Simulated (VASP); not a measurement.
# Nb3Ir under strain, part 4 of 4

Aim: follow the pressure of Nb3Ir through compression, expansion and shear. All runs use PBEsol. Left out of this account: 1 further run (fields: a reference on another mesh). The start is a cell from a database of measured crystal structures.

VASP 6.6.1; PBEsol; plane waves and PAW (Nb_sv, Ir).

Still holding for the runs below: Spin-orbit coupling is off here; with elements this heavy it splits and shifts levels by tenths of an eV or more.

So far, pressure (GPa): step 2 (bands, cell as listed) -3.87; step 3 (cell volume +4.0 %) -11.9; step 4 (cell volume +8.0 %) -18.4; step 5 (bands, sheared, principal strains -3.7, +0.3, +3.5 %) -3.34; step 6 (cell volume -4.0 %) 6.13.

**7. Bands, volume times 0.92**

The cell is scaled evenly once more. A prediction first. A parabola through the 4 pressures of evenly scaled cells so far, P = -3.84 -225.2 t +462 t² GPa with t = ln(V/V₁) and V₁ the volume at scale 1, gives 18.15 GPa at t = -0.0834.

INCAR

```
SYSTEM = Nb3Ir
PREC = Accurate
ENCUT = 400
EDIFF = 1E-06
NELM = 100
ISMEAR = -1
SIGMA = 0.05
LREAL = .FALSE.
ALGO = Normal
GGA = PS
NBANDS = 71
LASPH = .TRUE.
LORBIT = 11
LWAVE = .FALSE.
LCHARG = .FALSE.
KPAR = 8
```

POSCAR

```
Nb3Ir
1.0
    4.9932710338      0.0000000000      0.0000000000
    0.0000000000      4.9932710338      0.0000000000
    0.0000000000      0.0000000000      4.9932710338
Nb Ir
6 2
Direct
    0.2500000000      0.0000000000      0.5000000000
    0.5000000000      0.7500000000      0.0000000000
    0.7500000000      0.0000000000      0.5000000000
    0.5000000000      0.2500000000      0.0000000000
    0.0000000000      0.5000000000      0.7500000000
    0.0000000000      0.5000000000      0.2500000000
    0.0000000000      0.0000000000      0.0000000000
    0.5000000000      0.5000000000      0.5000000000
```

KPOINTS

```
Automatic mesh
0
Gamma
6 6 6
0 0 0
```

KPOINTS_OPT

```
Line mode
12
Line-mode
Reciprocal
  0.00000000   0.00000000   0.00000000 GAMMA
  0.00000000   0.50000000   0.00000000 X

  0.00000000   0.50000000   0.00000000 X
  0.50000000   0.50000000   0.00000000 M

  0.50000000   0.50000000   0.00000000 M
  0.00000000   0.00000000   0.00000000 GAMMA

  0.00000000   0.00000000   0.00000000 GAMMA
  0.50000000   0.50000000   0.50000000 R

  0.50000000   0.50000000   0.50000000 R
  0.00000000   0.50000000   0.00000000 X

  0.50000000   0.50000000   0.00000000 M
  0.50000000   0.50000000   0.50000000 R
```

The projector-augmented-wave data sets are Nb_sv and Ir (PBE family, release 64).

Command:

```console
$ mpirun -np 8 vasp_std
```

Log:

```text
[... set-up lines as in an earlier step ...]
 entering main loop
       N       E                     dE             d eps       ncg     rms          rms(c)
DAV:   1     0.112396991054E+04    0.11240E+04   -0.42359E+04  2896   0.119E+03
DAV:   2     0.588291216786E+01   -0.11181E+04   -0.10697E+04  3005   0.511E+02
DAV:   3    -0.832030909092E+02   -0.89086E+02   -0.83041E+02  4296   0.112E+02
DAV:   4    -0.925623932738E+02   -0.93593E+01   -0.92058E+01  4968   0.317E+01
DAV:   5    -0.929669832195E+02   -0.40459E+00   -0.40362E+00  4386   0.697E+00    0.293E+01
DAV:   6    -0.895208932578E+02    0.34461E+01   -0.87876E+00  3689   0.175E+01    0.103E+01
DAV:   7    -0.889509729975E+02    0.56992E+00   -0.44893E+00  4137   0.139E+01    0.714E+00
DAV:   8    -0.883340508585E+02    0.61692E+00   -0.14871E+00  3964   0.706E+00    0.249E+00
DAV:   9    -0.883418349258E+02   -0.77841E-02   -0.14788E-01  4233   0.188E+00    0.620E-01
DAV:  10    -0.883411276397E+02    0.70729E-03   -0.23498E-02  4165   0.782E-01    0.145E-01
DAV:  11    -0.883411272709E+02    0.36878E-06   -0.11230E-03  4642   0.154E-01    0.907E-02
DAV:  12    -0.883411549844E+02   -0.27714E-04   -0.10286E-04  3922   0.586E-02    0.295E-02
DAV:  13    -0.883411499490E+02    0.50354E-05   -0.11663E-05  4009   0.161E-02    0.150E-02
DAV:  14    -0.883411529436E+02   -0.29946E-05   -0.25062E-06  2361   0.111E-02    0.248E-03
DAV:  15    -0.883411530649E+02   -0.12132E-06   -0.43390E-07  1865   0.430E-03
   1 F= -.88341153E+02 E0= -.88321772E+02  d E =-.387613E-01
 Start KPOINTS_OPT (optional k-point list driver)
k-point batch [1-20\72]
       N       E                     dE             ncg
DAV:   1     0.103531109676E+05   -0.13504E+05     2856
DAV:   2    -0.122934547551E+05   -0.22647E+05     2982
DAV:   3    -0.140687610399E+05   -0.17753E+04     4408
DAV:   4    -0.142369255145E+05   -0.16816E+03     4872
DAV:   5    -0.142446578674E+05   -0.77324E+01     4434
DAV:   6    -0.142451060071E+05   -0.44814E+00     4824
DAV:   7    -0.142451385921E+05   -0.32585E-01     4473
DAV:   8    -0.142451409335E+05   -0.23414E-02     4288
DAV:   9    -0.142451411861E+05   -0.25257E-03     3609
DAV:  10    -0.142451412066E+05   -0.20481E-04     2824
DAV:  11    -0.142451412090E+05   -0.23724E-05     2449
DAV:  12    -0.142451412093E+05   -0.29967E-06     1936
[...]
k-point batch [61-72\72]
       N       E                     dE             ncg
DAV:   1     0.218162000764E+05   -0.22809E+05     1728
DAV:   2     0.811626827830E+04   -0.13700E+05     1880
DAV:   3     0.705545511311E+04   -0.10608E+04     2464
DAV:   4     0.693636556783E+04   -0.11909E+03     3033
DAV:   5     0.693228305428E+04   -0.40825E+01     2657
DAV:   6     0.693204043974E+04   -0.24261E+00     2889
DAV:   7     0.693203030603E+04   -0.10134E-01     2776
DAV:   8     0.693202988223E+04   -0.42380E-03     2553
DAV:   9     0.693202985673E+04   -0.25496E-04     2136
DAV:  10     0.693202985535E+04   -0.13857E-05     1722
DAV:  11     0.693202985519E+04   -0.15851E-06     1344
```

Elapsed: 2.9 min, on 8 MPI ranks of AMD EPYC 7R43, shared host; peak memory 2.6 GiB.

Parts of OUTCAR (step 7):

```text
   ENCUT  =  400.0 eV  29.40 Ry    5.42 a.u.   8.14  8.14  8.14*2*pi/ulx,y,z

   NELECT =      96.0000    total number of electrons

 E-fermi :  12.4667

 k-point     1 :       0.0000    0.0000    0.0000
  band No.  band energies     occupation
    ...
     45      10.9628      2.00000
     46      10.9628      2.00000
     47      11.6593      2.00000
     48      11.6593      2.00000
     49      11.6593      2.00000
     50      13.1915      0.00000
     51      13.1915      0.00000
     52      13.4982      0.00000
     53      13.4982      0.00000
     54      13.4982      0.00000
    ...

  Total       14.4213203     14.4213203     14.4213203     -0.0000000     -0.0000000     -0.0000000
  in kB      185.5923986    185.5923986    185.5923986     -0.0000000     -0.0000000     -0.0000000
  external PRESSURE =     185.5923986 kB  Pullay stress =       0.0000000 kB

 POSITION                                       TOTAL-FORCE (eV/Angst)
 -----------------------------------------------------------------------------------
      1.24832      0.00000      2.49664         0.000000     -0.000000     -0.000000
      2.49664      3.74495      0.00000        -0.000000      0.000000     -0.000000
      3.74495      0.00000      2.49664        -0.000000      0.000000      0.000000
      2.49664      1.24832      0.00000         0.000000     -0.000000      0.000000
      0.00000      2.49664      3.74495        -0.000000     -0.000000     -0.000000
      0.00000      2.49664      1.24832         0.000000      0.000000      0.000000
      0.00000      0.00000      0.00000        -0.000000      0.000000     -0.000000
      2.49664      2.49664      2.49664        -0.000000      0.000000     -0.000000
 -----------------------------------------------------------------------------------
    total drift:                                0.000000      0.000000     -0.000000

  FREE ENERGIE OF THE ION-ELECTRON SYSTEM (eV)
  ---------------------------------------------------
  free  energy   TOTEN  =       -88.3411530649 eV

  energy  without entropy=      -88.3023917833  energy(sigma->0) =      -88.32177242

[... 5 parts as in an earlier step ...]

[... 11 further parts left out ...]
```

Numbers from this step:

```
free energy (TOTEN)     : -88.3412 eV
energy at zero smearing : -88.3218 eV
Fermi energy            : 12.47 eV
pressure                : 18.56 GPa
```

The electronic bands at the labelled points (eV, zero at the Fermi level; # counts the bands kept, so #1 is VASP's band 25):

| point | #21 | #22 | #23 | #24 | #25 | #26 | #27 | #28 |
| --- | --- | --- | --- | --- | --- | --- | --- | --- |
| Γ | -1.50 | -1.50 | -0.81 | -0.81 | -0.81 | 0.72 | 0.72 | 1.03 |
| X | -0.50 | -0.50 | -0.25 | -0.25 | 0.11 | 0.11 | 0.33 | 0.33 |
| M | -1.13 | -0.26 | -0.26 | -0.09 | -0.09 | 0.92 | 1.32 | 1.59 |
| Γ | -1.50 | -1.50 | -0.81 | -0.81 | -0.81 | 0.72 | 0.72 | 1.03 |
| R | -0.63 | -0.63 | -0.63 | -0.63 | 1.46 | 1.46 | 1.46 | 1.46 |
| X | -0.50 | -0.50 | -0.25 | -0.25 | 0.11 | 0.11 | 0.33 | 0.33 |
| jump to M | -1.13 | -0.26 | -0.26 | -0.09 | -0.09 | 0.92 | 1.32 | 1.59 |
| R | -0.63 | -0.63 | -0.63 | -0.63 | 1.46 | 1.46 | 1.46 | 1.46 |

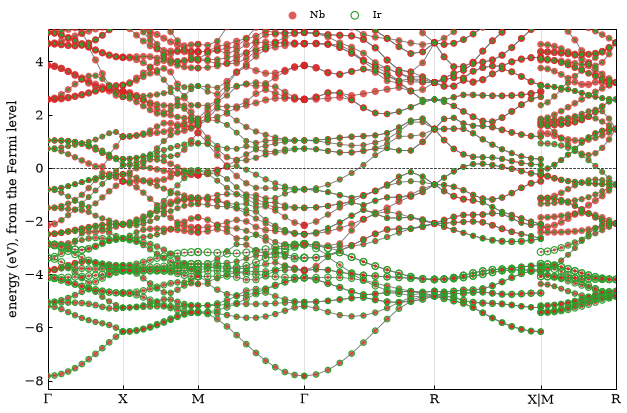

Electronic bands along the path; dots are coloured as in the legend, and their area grows with the weight.

 The pressure is 18.56 GPa. The parabola predicted 18.15 GPa, -0.41 GPa off.

**8. Bands, atoms displaced by up to 0.15 Å**

The atoms are moved off their sites at random, as a crude picture of disorder.

INCAR is that of step 7.

POSCAR

```
Nb3Ir
1.0
    5.1340000000      0.0000000000      0.0000000000
    0.0000000000      5.1340000000      0.0000000000
    0.0000000000      0.0000000000      5.1340000000
Nb Ir
6 2
Direct
    0.2329960000     -0.0057130000      0.5092210000
    0.5115910000      0.7549160000     -0.0009360000
    0.7635810000     -0.0128670000      0.5108870000
    0.4774710000      0.2683880000      0.0010770000
    0.0035630000      0.5103960000      0.7536650000
    0.0073740000      0.4849210000      0.2532220000
    0.0107620000     -0.0061580000      0.0049160000
    0.5097250000      0.4912030000      0.5131700000
```

KPOINTS is that of step 7.

KPOINTS_OPT is that of step 7.

Command:

```console
$ mpirun -np 8 vasp_std
```

Log:

```text
[... set-up lines as in an earlier step ...]
 entering main loop
       N       E                     dE             d eps       ncg     rms          rms(c)
DAV:   1     0.108929709052E+04    0.10893E+04   -0.42615E+04 16160   0.118E+03
DAV:   2     0.213987834859E+01   -0.10872E+04   -0.10409E+04 16891   0.501E+02
DAV:   3    -0.842519301553E+02   -0.86392E+02   -0.81147E+02 24200   0.109E+02
DAV:   4    -0.930421711607E+02   -0.87902E+01   -0.86493E+01 27842   0.305E+01
DAV:   5    -0.934130602091E+02   -0.37089E+00   -0.36999E+00 24437   0.675E+00    0.255E+01
DAV:   6    -0.895500045023E+02    0.38631E+01   -0.94580E+00 21064   0.178E+01    0.874E+00
DAV:   7    -0.890734148884E+02    0.47659E+00   -0.46897E+00 23153   0.140E+01    0.698E+00
DAV:   8    -0.883462304804E+02    0.72718E+00   -0.16495E+00 22568   0.763E+00    0.250E+00
DAV:   9    -0.883628433819E+02   -0.16613E-01   -0.16891E-01 24097   0.259E+00    0.137E+00
DAV:  10    -0.883510260705E+02    0.11817E-01   -0.66227E-02 22333   0.210E+00    0.407E-01
DAV:  11    -0.883486283769E+02    0.23977E-02   -0.12201E-02 23809   0.782E-01    0.160E-01
DAV:  12    -0.883482432509E+02    0.38513E-03   -0.15392E-03 22777   0.343E-01    0.109E-01
DAV:  13    -0.883482544908E+02   -0.11240E-04   -0.29029E-04 23104   0.105E-01    0.599E-02
DAV:  14    -0.883482693025E+02   -0.14812E-04   -0.45969E-05 24473   0.498E-02    0.252E-02
DAV:  15    -0.883482700927E+02   -0.79017E-06   -0.11113E-05 22696   0.275E-02    0.116E-02
DAV:  16    -0.883482696051E+02    0.48755E-06   -0.20727E-06 11384   0.105E-02
   1 F= -.88348270E+02 E0= -.88326407E+02  d E =-.437249E-01
 Start KPOINTS_OPT (optional k-point list driver)
k-point batch [1-72\72]
       N       E                     dE             ncg
DAV:   1     0.350101577988E+05   -0.89640E+05    10416
DAV:   2    -0.444720051337E+05   -0.79482E+05    10969
DAV:   3    -0.507246123467E+05   -0.62526E+04    15392
DAV:   4    -0.513648193786E+05   -0.64021E+03    18171
DAV:   5    -0.513907028728E+05   -0.25883E+02    15418
DAV:   6    -0.513922203281E+05   -0.15175E+01    17920
DAV:   7    -0.513923117107E+05   -0.91383E-01    15918
DAV:   8    -0.513923176661E+05   -0.59554E-02    15833
DAV:   9    -0.513923181557E+05   -0.48955E-03    12936
DAV:  10    -0.513923181973E+05   -0.41653E-04    10579
DAV:  11    -0.513923182018E+05   -0.44830E-05     8723
DAV:  12    -0.513923182025E+05   -0.69878E-06     7611
```

The job ended after 5.8 min (8 MPI ranks; peak memory 7.2 GiB; 46 min of CPU time).

Parts of OUTCAR (step 8):

```text
   NELECT =      96.0000    total number of electrons

 E-fermi :  11.1617

 k-point     1 :       0.0000    0.0000    0.0000
  band No.  band energies     occupation
    ...
     45       9.8156      2.00000
     46       9.8813      2.00000
     47      10.2371      2.00000
     48      10.3092      2.00000
     49      10.4062      2.00000
     50      11.6164      0.00022
     51      11.9816      0.00000
     52      12.1079      0.00000
     53      12.1633      0.00000
     54      12.2118      0.00000
    ...

  Total       -1.9437113     -2.3960586     -1.8088987     -0.0880055     -0.2822855     -0.1195183
  in kB      -23.0130798    -28.3687653    -21.4169309     -1.0419637     -3.3421933     -1.4150686
  external PRESSURE =     -24.2662586 kB  Pullay stress =       0.0000000 kB

 POSITION                                       TOTAL-FORCE (eV/Angst)
 -----------------------------------------------------------------------------------
      1.19620      5.10467      2.61434         2.403890     -0.073666     -0.303208
      2.62651      3.87574      5.12919        -0.470470      0.565426      0.639478
      3.92022      5.06794      2.62289        -2.130428      0.691175     -0.375497
      2.45134      1.37790      0.00553         1.626706     -1.272705      0.228237
      0.01829      2.62037      3.86932        -0.090650     -0.968565      0.034782
      0.03786      2.48958      1.30004        -0.381971      0.569681      0.120856
      0.05525      5.10238      0.02524        -0.638598      0.209903      0.250909
      2.61693      2.52184      2.63461        -0.318480      0.278751     -0.595557
 -----------------------------------------------------------------------------------
    total drift:                               -0.000142     -0.000146      0.000023

  FREE ENERGIE OF THE ION-ELECTRON SYSTEM (eV)
  ---------------------------------------------------
  free  energy   TOTEN  =       -88.3482696051 eV

  energy  without entropy=      -88.3045446611  energy(sigma->0) =      -88.32640713

[... 5 parts as in an earlier step ...]

[... 12 further parts left out ...]
```

Numbers from this step:

* SCF cycles: 16
* irreducible k-points: 112
* symmetry operations: 1
* free energy (TOTEN): -88.3483 eV
* energy at zero smearing: -88.3264 eV
* Fermi energy: 11.16 eV
* pressure: -2.427 GPa

The electronic bands at the labelled points (eV, zero at the Fermi level; # counts the bands kept, so #1 is VASP's band 25):

| point | #21 | #22 | #23 | #24 | #25 | #26 | #27 | #28 |
| --- | --- | --- | --- | --- | --- | --- | --- | --- |
| Γ | -1.35 | -1.28 | -0.92 | -0.85 | -0.76 | 0.45 | 0.82 | 0.95 |
| X | -0.59 | -0.50 | -0.20 | -0.07 | 0.11 | 0.20 | 0.43 | 0.48 |
| M | -0.94 | -0.33 | -0.16 | -0.13 | 0.07 | 0.80 | 0.92 | 0.96 |
| Γ | -1.35 | -1.28 | -0.92 | -0.85 | -0.76 | 0.45 | 0.82 | 0.95 |
| R | -0.67 | -0.54 | -0.50 | -0.35 | 0.87 | 0.96 | 1.09 | 1.23 |
| X | -0.59 | -0.50 | -0.20 | -0.07 | 0.11 | 0.20 | 0.43 | 0.48 |
| jump to M | -0.94 | -0.33 | -0.16 | -0.13 | 0.07 | 0.80 | 0.92 | 0.96 |
| R | -0.67 | -0.54 | -0.50 | -0.35 | 0.87 | 0.96 | 1.09 | 1.23 |

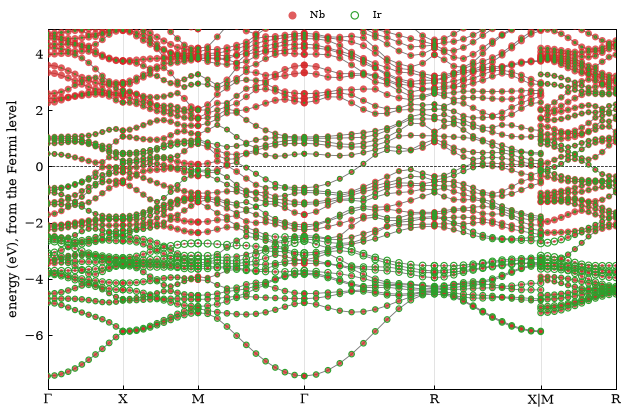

Electronic bands along the path; dots are coloured as in the legend, and their area grows with the weight.

Force by atom:

| atom | x (eV/Å) | y (eV/Å) | z (eV/Å) | size |
| --- | --- | --- | --- | --- |
| Nb1 | 2.40 | -0.07 | -0.30 | 2.42 |
| Nb2 | -0.47 | 0.57 | 0.64 | 0.97 |
| Nb3 | -2.13 | 0.69 | -0.38 | 2.27 |
| Nb4 | 1.63 | -1.27 | 0.23 | 2.08 |
| Nb5 | -0.09 | -0.97 | 0.03 | 0.97 |
| Nb6 | -0.38 | 0.57 | 0.12 | 0.70 |
| Ir7 | -0.64 | 0.21 | 0.25 | 0.72 |
| Ir8 | -0.32 | 0.28 | -0.60 | 0.73 |

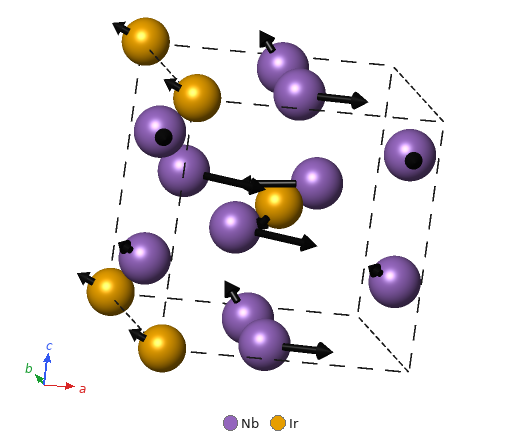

Force as arrows, the longest 2.42 eV/Å. Some periodic images of atoms are drawn too.

 The pressure is -2.43 GPa, and the symmetry operations fall from 48 to 1.

**9. Side by side**

```
                                         cell   mesh  pressure (GPa)  gap (eV)
                               cell as listed  6×6×6           -3.87      none
                            volume times 1.04  6×6×6          -11.93      none
                            volume times 1.08  6×6×6          -18.44      none
sheared, principal strains -3.7, +0.3, +3.5 %  6×6×6           -3.34      none
                            volume times 0.96  6×6×6            6.13      none
                            volume times 0.92  6×6×6           18.56      none
              atoms displaced by up to 0.15 Å  6×6×6           -2.43      none
```

**10. Results**

| Property | Result |
| --- | --- |
| pressure, cell as listed | -3.87 GPa |
| pressure, volume times 1.04 | -11.9 GPa |
| pressure, volume times 1.08 | -18.4 GPa |
| pressure, sheared, principal strains -3.7, +0.3, +3.5 % | -3.34 GPa |
| pressure, volume times 0.96 | 6.13 GPa |
| pressure, volume times 0.92 | 18.6 GPa |
| pressure, atoms displaced by up to 0.15 Å | -2.43 GPa |
| bulk modulus at the listed volume, shape and positions held | 227 GPa |

**Reading.** The slope of pressure against ln V at the listed volume gives a bulk modulus of 227 GPa at fixed shape and positions. Spin-orbit coupling is left out, and with elements this heavy it would split and shift bands near the Fermi level.

[Lines on the potential files, build, host, timing and source positions are cut from VASP's logs without a mark.]

[Logs are printed without paths, hosts, clocks, repeated set-up lines and the standing remarks that a program may print on its own settings, such as how far it seeks lower states.]

[Hosts, paths, dates, database ids (printed as entryN), source tags and the programs' standing remarks are cut or masked in the printed files.]

[A measured line is paired with the nearest computed mode of its activity, which favours agreement.]
